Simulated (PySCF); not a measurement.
# H6NO3Pr (Pr(OH)3(NH3)+): the cost of one run

The runs use PySCF 2.14.0; several levels, as the steps say, no spin–orbit coupling.

1 further run of the same task is left out (for a known fault of the program).

## (1) Starting geometry

11 atoms, charge 1, spin multiplicity 1.

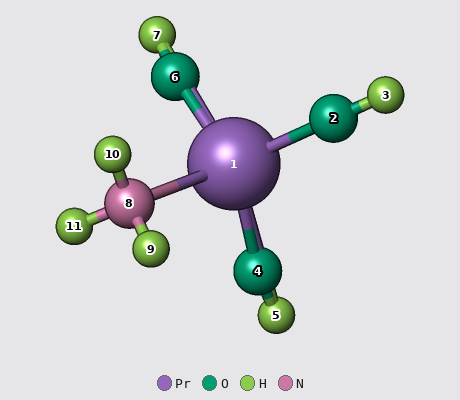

The structure; praseodymium purple, oxygen teal, hydrogen green, nitrogen pink; atoms are numbered from 1 in the order of the file.

Coordinates:

```xyz
11
H6NO3Pr
Pr    0.05159   -0.09364    0.14705
O     1.18665    1.18598    1.21984
H     1.79827    1.64229    1.80849
O    -1.28053   -1.12364    1.26127
H    -1.75970   -1.69561    1.87094
O     1.12968   -1.25803   -1.10179
H     1.71561   -1.88415   -1.54198
N    -1.34529    1.37456   -1.36198
H    -1.96472    2.01129   -0.84902
H    -0.78632    1.97686   -1.97604
H    -1.96060    0.84509   -1.98912
```

Formal oxidation states: Pr +4. Each metal's 1 4f electrons lie in its core potential, so multiplicities, spins and levels count the valence alone. An earlier session relaxed this geometry at PBE0, Pr lcecp-2-SVP with ECP47, O def2-SVP, H def2-SVP, N def2-SVP (singlet, point group C3).

At PBE0 on the finer grid: E = -322.780788 Eh, frontier levels not given, since the 4f levels lie in the core, Mulliken charge on Pr1 +1.44 e, largest force component 0.023 eV/Å. 

Levels to run: BP86; TPSS; PBE0, TZVP. Hardware: 2 threads of Arm Neoverse V2, shared host.

## (2) BP86

Input file run.py (the lines that set the calculation):

```python
mol = gto.M(atom='''
Pr     0.05159    -0.09364     0.14705
O      1.18665     1.18598     1.21984
H      1.79827     1.64229     1.80849
O     -1.28053    -1.12364     1.26127
H     -1.75970    -1.69561     1.87094
O      1.12968    -1.25803    -1.10179
H      1.71561    -1.88415    -1.54198
N     -1.34529     1.37456    -1.36198
H     -1.96472     2.01129    -0.84902
H     -0.78632     1.97686    -1.97604
H     -1.96060     0.84509    -1.98912''',
    basis={'Pr': 'lcecp-2-SVP', 'O': 'def2-SVP', 'H': 'def2-SVP', 'N': 'def2-SVP'},
    ecp={'Pr': 'lcecp-2-SVP'},
    charge=1, spin=0)
mf = dft.RKS(mol, xc='B88,P86')
mf.grids.atom_grid = (75, 302)  # f atoms: unpruned, at least (60, 302)
mf = mf.density_fit()  # fitting sets: Pr AutoAux, O def2-universal-JKFIT, H def2-universal-JKFIT, N def2-universal-JKFIT
mf.conv_tol = 1e-08; mf.max_cycle = 55
mf.kernel(dm0)  # dm0: the density of the relaxed state
```

The run is started by

```sh
OMP_NUM_THREADS=2 python run.py
```

**Question.** How long does this run take on 2 threads of Arm Neoverse V2, shared host?

About 8.8 s.
